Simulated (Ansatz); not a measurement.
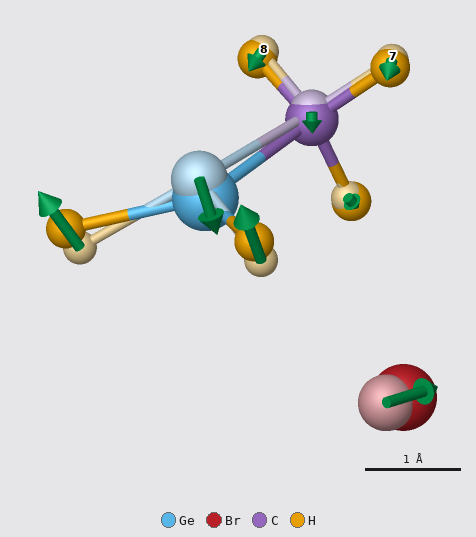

A constrained relaxation of CH5BrGe. The starting structure is drawn faded, the final one solid; green arrows show the displacements, magnified 3 times. The two geometries are superimposed by the best rigid fit.

Style: ball-and-stick. Shown from a free direction.

The reaction that was planned forms Br2–H4 and breaks Ge1–Br2, C3–H4 (atoms numbered from 1 in input order).

The calculation used RKS PBE0-D4/def2-SVP in Ansatz 0.2.0.

The input:
```yaml
crystal:
  periodic: [false, false, false]
  atoms:
    - {symbol: Ge, position_ang: [-1.259700, -0.408900, -0.211000]}
    - {symbol: Br, position_ang: [2.620200, -0.740800, -1.111400]}
    - {symbol: C, position_ang: [0.108000, 0.673200, 0.641900]}
    - {symbol: H, position_ang: [1.061700, 0.341400, 0.174400]}
    - {symbol: H, position_ang: [-1.466100, -0.188700, -1.710300]}
    - {symbol: H, position_ang: [-1.199400, -1.913100, 0.050100]}
    - {symbol: H, position_ang: [0.162600, 0.500300, 1.715300]}
    - {symbol: H, position_ang: [-0.027200, 1.736400, 0.451000]}
basis:
  gaussian: {orbitals: def2-SVP}
hamiltonian: {xc: pbe0, dispersion: d4}
relax: {f_tol: 0.04, max_steps: 150, escape_saddle: false, constraints: [{distance: [1, 3]}, {distance: [0, 1]}, {distance: [2, 3]}]}
```

Run as
```bash
ansatz run in.yaml --threads 4 --pin off --events-out ev --progress --plain --max-ram 9574MiB
```

### Describe the change and its energy.

Br2 moves most after the best rigid fit: 0.29 Å. By element the largest moves are Br 0.29 Å, H 0.28 Å, Ge 0.23 Å, C 0.08 Å. Among the contacts that change: Ge1–C3 1.941 → 1.895 Å, C3–H7 1.089 → 1.098 Å. Bond angles that change, for instance: H5–Ge1–H6 108.3° → 115.0°, C3–Ge1–H5 116.5° → 122.5°, H7–C3–H8 109.5° → 111.7°. After 4 geometry steps the energy has fallen by 26.4 kJ/mol. The largest force component goes from 0.62 to 0.0069 eV/Å. The run took 12 s on 4 threads of Arm Neoverse V1, on a shared host.

Limits of the set-up: the start holds two separate molecules, 2.3 Å apart at their closest, whose relative position is a soft coordinate.
